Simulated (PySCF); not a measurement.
**Two runs on C$_{2}$H$_{6}$N$_{2}$Si$_{2}$**

System: C$_{2}$H$_{6}$N$_{2}$Si$_{2}$.
Method of run 1: TDDFT PBE0/def2-SVPD, vertical, gas phase, core orbitals frozen in the response (PySCF 2.14.0).

The geometry comes from this level: PBE0-D3(BJ)/def2-SVP. Text and figures count atoms from 1; the logs count them from 0 in places.

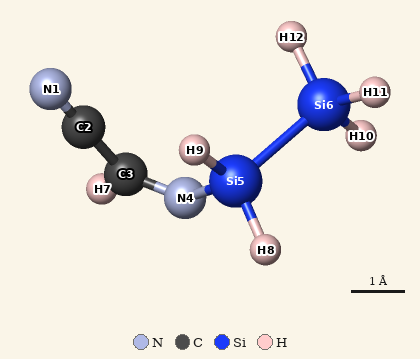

Fig. 1: The input geometry (ball-and-stick view, seen at a tilt; atoms are numbered from 1 in the order of the input). Bond lengths as drawn: C–C 1.45 Å, C–H 1.10 Å, C–N 1.16 to 1.26 Å, H–Si 1.49 to 1.50 Å, N–Si 1.77 Å and Si–Si 2.35 Å.

### Input, run 1
```
{"job": {"kind": "uv", "xc": "PBE0", "basis": "def2-SVPD", "ip": true}, "charge": 0, "multiplicity": 1}
N      2.140119     1.460468    -1.784361
C      1.953602     0.845729    -0.819751
C      1.697719     0.075459     0.387693
N      0.749189    -0.746100     0.538094
Si    -0.550801    -1.191116    -0.571765
Si    -2.445674    -0.080154     0.252614
H      2.416258     0.265700     1.205205
H     -0.702027    -2.669830    -0.468940
H     -0.272578    -0.811273    -1.994359
H     -2.642594    -0.419315     1.693410
H     -3.650813    -0.494949    -0.528353
H     -2.247801     1.394342     0.110309
```

The first line tells a small driver script what to run in PySCF; the rest is the geometry in Å.

Launched with:
```bash
OMP_NUM_THREADS=1 python <driver script> task.json out
```

Hardware: 1 CPU thread, shared host.

### Output (run 1)
```
coarse grid: 11264 points
cycle   1  E = -767.3370003126  dE =  3.930e-01  |g| = 4.834e-01  |ddm| = 4.473e+00
cycle   2  E = -767.1282045808  dE =  2.088e-01  |g| = 1.094e+00  |ddm| = 1.843e+00
cycle   3  E = -767.3933263185  dE = -2.651e-01  |g| = 7.735e-02  |ddm| = 1.172e+00
cycle   4  E = -767.3934948763  dE = -1.686e-04  |g| = 7.354e-02  |ddm| = 1.959e-01
cycle   5  E = -767.3946656253  dE = -1.171e-03  |g| = 1.686e-02  |ddm| = 1.054e-01
cycle   6  E = -767.3947477102  dE = -8.208e-05  |g| = 1.663e-03  |ddm| = 2.764e-02
cycle   7  E = -767.3947486224  dE = -9.122e-07  |g| = 6.502e-04  |ddm| = 4.230e-03
final grid: 100488 points
cycle   8  E = -767.4867622962  dE = -1.113e-05  |g| = 4.282e-03  |ddm| = 4.768e-02
cycle   9  E = -767.4867590688  dE =  3.227e-06  |g| = 5.765e-03  |ddm| = 1.680e-02
cycle  10  E = -767.4867665886  dE = -7.520e-06  |g| = 1.364e-03  |ddm| = 1.009e-02
cycle  11  E = -767.4867670358  dE = -4.472e-07  |g| = 2.060e-04  |ddm| = 1.699e-03
cycle  12  E = -767.4867670449  dE = -9.074e-09  |g| = 8.411e-05  |ddm| = 3.167e-04
cycle  13  E = -767.4867670459  dE = -1.020e-09  |g| = 5.535e-05  |ddm| = 1.433e-04
cycle  14  E = -767.4867670466  dE = -7.035e-10  |g| = 7.628e-06  |ddm| = 6.254e-05
converged SCF energy = -767.4867670466

Static polarisability (au): isotropic 95.649, principal 81.148 85.566 120.232

Singlet excitations
state   eV       nm        f      main configurations
  1   3.5957    344.8   0.00097   H->L 0.98
  2   5.0195    247.0   0.19294   H-1->L 0.97
  3   5.8295    212.7   0.00496   H-5->L 0.65, H-2->L 0.16, H-4->L 0.12
  4   6.1519    201.5   0.04055   H-2->L 0.73
  5   6.2936    197.0   0.03161   H->L+1 0.73, H-3->L 0.19
  6   6.5153    190.3   0.04874   H-3->L 0.64, H->L+1 0.19
  7   6.6889    185.4   0.01013   H-4->L 0.72, H-5->L 0.19
  8   6.7777    182.9   0.02616   H-1->L+1 0.78, H-6->L 0.11
  9   6.8731    180.4   0.00629   H-6->L 0.73, H-1->L+1 0.12
 10   7.0834    175.0   0.00393   H-7->L 0.87, H->L+2 0.09

Triplet excitations (Tamm-Dancoff, eV): 2.9460 3.7897 5.0651 5.4507
Vertical ionisation energy (delta-SCF) = 9.9324 eV
Vertical electron affinity (delta-SCF) = 0.7813 eV
```

Run 2 used a changed input.

### The two runs side by side

```csv
quantity,run 1,run 2
outcome,converged,converged
total energy (hartree),−767.486767,−767.756016
HOMO (eV),−8.12,−7.90
LUMO (eV),−2.61,−2.29
dipole moment (D),2.07,1.91
lowest excitation (eV),3.60,3.67
SCF iterations,14,14
strongest computed line (eV),5.02,5.25
basis functions,176,104
wall time (shared host),99 s,12 s
```

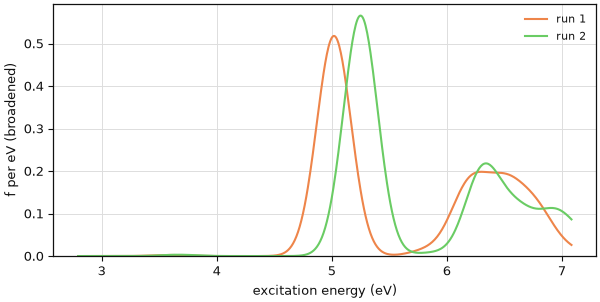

Fig. 2: Absorption of the two runs from their computed states, each broadened by a Gaussian of 0.35 eV full width; the range ends where the shorter list of states ends.

Which change of the input explains these differences?

The change (lines with − go, lines with + come):
```diff
-"basis": "def2-SVPD"
-"ip": true
+"basis": "6-31G*"
```

The total energy of run 2 is 169.0 kcal/mol lower, which measures the change of basis and not a stability. The HOMO goes from −8.12 to −7.90 eV. The LUMO goes from −2.61 to −2.29 eV. The dipole moment goes from 2.07 to 1.91 D. The lowest excitation goes from 3.60 to 3.67 eV. The strongest computed line goes from 5.02 to 5.25 eV. Diffuse functions give room to the loosely bound empty orbitals, which lowers the LUMO. The number of SCF iterations is the same. The basis functions go from 176 to 104.

### Output (run 2)
```
coarse grid: 11264 points
cycle   1  E = -767.7619080652  dE =  4.398e-01  |g| = 4.881e-01  |ddm| = 3.462e+00
cycle   2  E = -767.5517202399  dE =  2.102e-01  |g| = 1.097e+00  |ddm| = 1.309e+00
cycle   3  E = -767.8193129985  dE = -2.676e-01  |g| = 7.840e-02  |ddm| = 8.749e-01
cycle   4  E = -767.8196455265  dE = -3.325e-04  |g| = 7.093e-02  |ddm| = 1.163e-01
cycle   5  E = -767.8207397651  dE = -1.094e-03  |g| = 1.689e-02  |ddm| = 6.690e-02
cycle   6  E = -767.8208211768  dE = -8.141e-05  |g| = 1.727e-03  |ddm| = 2.157e-02
cycle   7  E = -767.8208220093  dE = -8.325e-07  |g| = 7.477e-04  |ddm| = 2.693e-03
final grid: 100488 points
cycle   8  E = -767.7560103428  dE = -1.388e-05  |g| = 4.655e-03  |ddm| = 1.493e-02
cycle   9  E = -767.7560081887  dE =  2.154e-06  |g| = 5.668e-03  |ddm| = 1.052e-02
cycle  10  E = -767.7560157615  dE = -7.573e-06  |g| = 1.372e-03  |ddm| = 5.940e-03
cycle  11  E = -767.7560162224  dE = -4.609e-07  |g| = 2.427e-04  |ddm| = 1.412e-03
cycle  12  E = -767.7560162357  dE = -1.329e-08  |g| = 6.053e-05  |ddm| = 2.319e-04
cycle  13  E = -767.7560162359  dE = -1.937e-10  |g| = 5.652e-05  |ddm| = 7.756e-05
cycle  14  E = -767.7560162366  dE = -7.196e-10  |g| = 6.957e-06  |ddm| = 4.585e-05
converged SCF energy = -767.7560162366

Static polarisability (au): isotropic 79.822, principal 64.871 70.687 103.909

Singlet excitations
state   eV       nm        f      main configurations
  1   3.6700    337.8   0.00117   H->L 0.99
  2   5.2504    236.1   0.21077   H-1->L 0.97
  3   5.8605    211.6   0.00264   H-4->L 0.60, H-3->L 0.18, H-5->L 0.10
  4   6.2972    196.9   0.06484   H->L+1 0.61, H-2->L 0.29
  5   6.4354    192.7   0.01809   H-2->L 0.39, H->L+1 0.23, H-3->L 0.15
  6   6.6374    186.8   0.03157   H-3->L 0.55, H->L+1 0.12, H-2->L 0.11
  7   6.9135    179.3   0.02153   H-1->L+1 0.79, H-5->L 0.09
  8   6.9850    177.5   0.01332   H-5->L 0.76, H-4->L 0.11, H-1->L+1 0.09
  9   7.1089    174.4   0.00539   H-6->L 0.73, H-7->L 0.20
 10   7.2331    171.4   0.00757   H-7->L 0.77, H-6->L 0.17

Triplet excitations (Tamm-Dancoff, eV): 2.9988 3.8529 5.2239 5.4717
```
